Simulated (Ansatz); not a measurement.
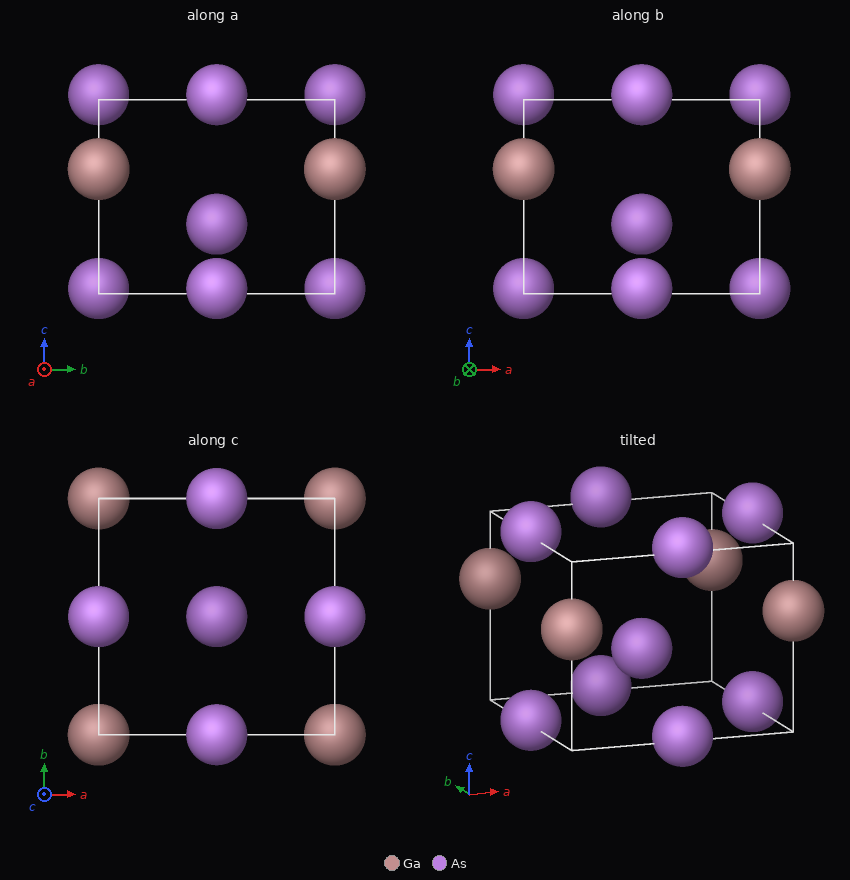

The image is a spheres-only drawing of a crystal, viewed along the a axis, along the b axis, along the c axis and slightly off an axis. The frame is the conventional unit cell; atoms at its boundary are shown with their periodic copies.

Lattice parameters: a = 4.644 Å, b = 4.644 Å, c = 3.810 Å, α = 90.00°, β = 90.00°, γ = 90.00°. Put a along x and b in the xy plane.

> Convert the drawing into a POSCAR file, with free fractional coordinates to two decimals.

```
Ga As
1.0
     4.644    0.000    0.000
     0.000    4.644    0.000
     0.000    0.000    3.810
Ga As
1 3
Direct
  0.00 0.00 0.64
  0.50 0.00 0.03
  0.00 0.50 0.03
  0.50 0.50 0.36
```

The starting point was a random cell made by a generator, so it need not be a real form of the compound. Relaxation method: Ansatz, DFT PBE, scalar-relativistic, plane waves, PAW.
